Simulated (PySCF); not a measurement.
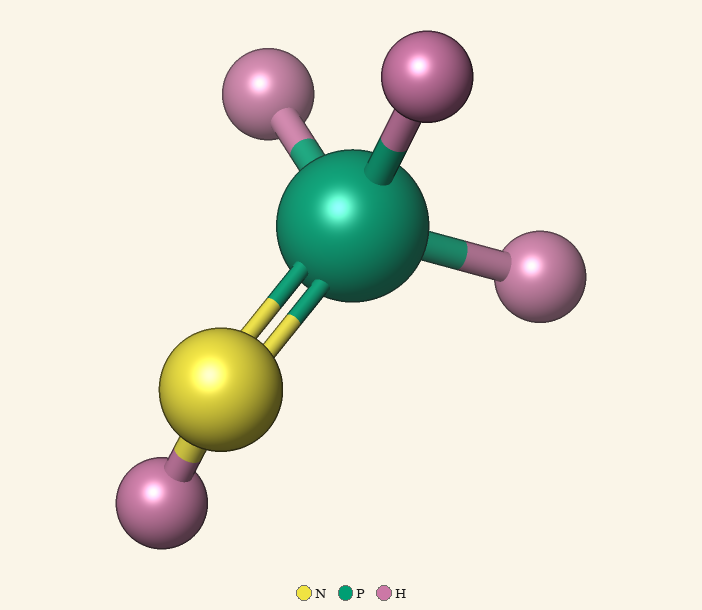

A ball-and-stick model of a molecule. Double and triple bonds are drawn as two and three sticks.

The geometry was computed by an optimisation with PBE0-D3(BJ)/def2-SVP. No frequency run is at hand to confirm it as a minimum.

**Give the formula.**

H4NP, 6 atoms: 4 hydrogen, 1 nitrogen and 1 phosphorus.

**How many bonds of each kind are drawn?**

3 P–H, 1 N–P, 1 N–H.

**Give a SMILES string for it.**

N=[PH3]

More results for the same structure follow; atom numbers are the same in all pictures, views and colours differ.

### Symmetry

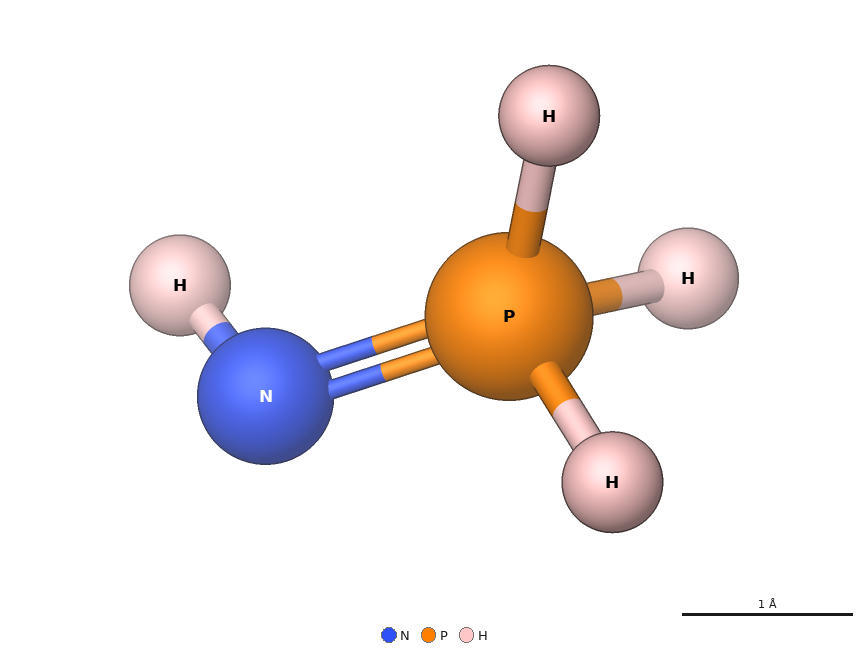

Distant atoms are faded towards the background colour. No frequency run is at hand to confirm it as a minimum. Masses are those of the most abundant isotopes; constants are for the rigid equilibrium geometry.

**What kind of rotor is it, and what are its rotational constants in cm⁻¹?**

An asymmetric top (Cs): A = 3.05, B = 0.520, C = 0.507 cm⁻¹. Ray's parameter κ is −0.99, close to the prolate limit.

### NMR shielding

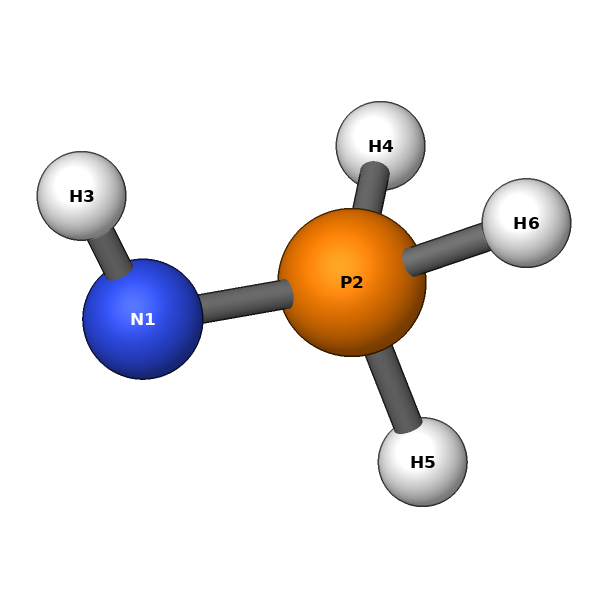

No frequency run is at hand to confirm it as a minimum. Properties computed with GIAO PBE0/cc-pVTZ NMR shielding, non-relativistic, gas phase (PySCF 2.14.0). Principal shieldings σ11 ≤ σ22 ≤ σ33, span Ω = σ33 − σ11, skew κ = 3(σiso − σ22)/Ω.

Give the shielding tensors of the N atoms.

| atom | σ11 | σ22 | σ33 | σiso | Ω | κ |
| --- | --- | --- | --- | --- | --- | --- |
| N1 | 177.5 | 312.5 | 325.8 | 271.9 | 148.4 | −0.82 |

Shieldings and span in ppm.

### Electronic properties

No frequency run is at hand to confirm it as a minimum. Method: PBE0/IGLO-III, gas phase (PySCF 2.14.0).

Computed properties:

- dipole moment: 2.89 D
- HOMO energy (Kohn–Sham orbital): −6.83 eV
- LUMO energy (Kohn–Sham orbital): 0.35 eV
- HOMO–LUMO gap: 7.18 eV

### Bond orders

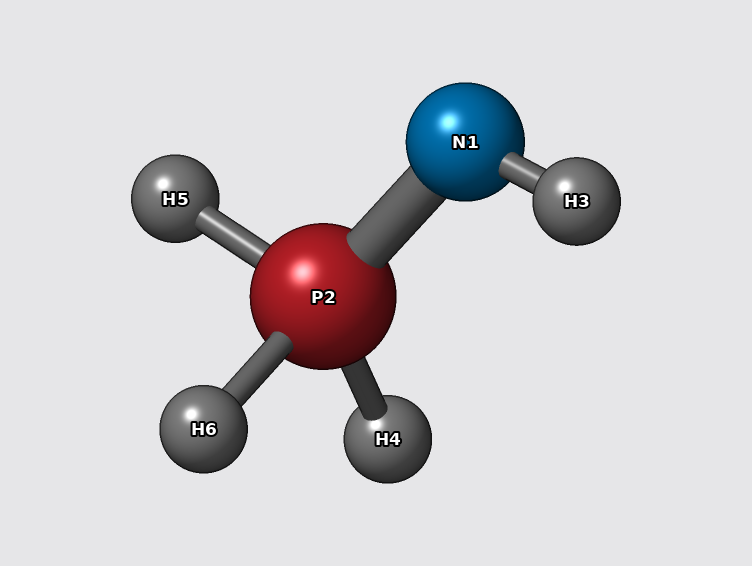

The thickness of each stick grows with its Mayer bond order. No frequency run is at hand to confirm it as a minimum. Computed with PBE0/cc-pVTZ (PySCF 2.14.0).

**Which bond has the highest Mayer bond order?**

N1–P2, 1.89, at a length of 1.565 Å.

List the Mayer bond orders of N1–P2, N1–H3, P2–H5, P2–H4 (one bond of each equivalent set).

| bond | Mayer order | length (Å) |
| --- | --- | --- |
| N1–P2 | 1.89 | 1.565 |
| N1–H3 | 0.96 | 1.019 |
| P2–H5 | 0.94 | 1.413 |
| P2–H4 | 0.87 | 1.441 |

### Charges

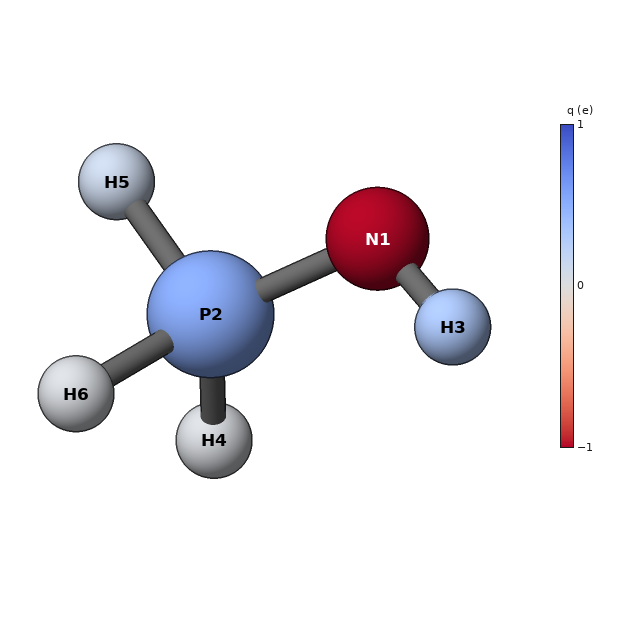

Atoms are coloured by their Mulliken charges. No frequency run is at hand to confirm it as a minimum. Properties computed with PBE0/pcSseg-0, gas phase (PySCF 2.14.0).

List the Mulliken charges.

```
atom  value (e)
  N1      −0.99
  P2       0.51
  H3       0.30
  H4       0.03
  H5       0.12
  H6       0.03
```

Mulliken values depend strongly on the basis set and can even reverse the polarity of a bond.
